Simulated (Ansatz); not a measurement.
**What 7 layers does to CdTe**

Start from CdTe in the zinc blende structure (space group F-43m, No. 216; a = 6.558 Å). Axes: x, y, z lie along the cube axes.

Perturbation: a free-standing slab of 7 layers (14 atoms, 2 a layer) is cut normal to [110], with 15 Å of vacuum and the in-plane cell held at bulk.

The values are results of DFT with r2SCAN, PAW potentials and a 500 eV plane-wave cutoff in Ansatz (a quantum-chemistry and plane-wave program), spin-orbit coupling left out, not measurements. Γ-centred 7×5×1 mesh, Fermi–Dirac width 0.05 eV, for the changed cell.

| quantity | base | changed | shift |
|---|---|---|---|
| layer's space group (with vacuum) | – | Pmm2 (No. 25) | – |
| shortest interatomic distance | 2.840 Å | 2.776 Å | -0.0634 Å |
| band gap | 1.17 eV | 1.58 eV | +0.416 eV |
| gap character | – | direct at Γ | – |
| valence-band top at Γ (three highest levels, from the VBM) | 0.00, 0.00, 0.00 eV | 0.00, -0.09, -0.16 eV | – |
| excess energy per area of both faces (slab less bulk energy over the cell's area: twice a surface energy) | – | 0.54 J/m² | – |
| thickness between the outermost nuclei | – | 14.33 Å | – |
| change of the spacing d12 from its bulk value of 2.318 Å | – | -10.0 % | – |
| change of the spacing d23 from its bulk value of 2.318 Å | – | +1.7 % | – |

Final structure:

```
CELL_PARAMETERS angstrom
      4.63693     0.00000     0.00000
      0.00000     6.55762     0.00000
      0.00000     0.00000    28.91080
ATOMIC_POSITIONS crystal
  Te 0.75000 0.50907 0.25222
  Cd 0.25000 0.31094 0.27997
  Te 0.25000 0.98393 0.34118
  Cd 0.75000 0.73163 0.33540
  Te 0.75000 0.49041 0.41864
  Cd 0.25000 0.23884 0.42101
  Te 0.25000 0.98556 0.50000
  Cd 0.75000 0.73477 0.50000
  Te 0.75000 0.49041 0.58136
  Cd 0.25000 0.23884 0.57899
  Te 0.25000 0.98393 0.65882
  Cd 0.75000 0.73163 0.66460
  Te 0.75000 0.50907 0.74778
  Cd 0.25000 0.31094 0.72003
```

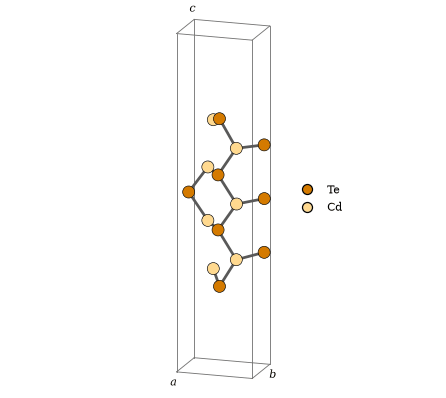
Figure: The relaxed cell after the change

Cost of the whole job for the changed cell (relaxation, final SCF and bands): very roughly 40 core-minutes.

The excess energy carries the mismatch between the slab's and the bulk's meshes. With Te present, leaving out spin-orbit coupling can change the band edges. No phonon test of stability was made. k-point labels follow each cell's own Brillouin zone.
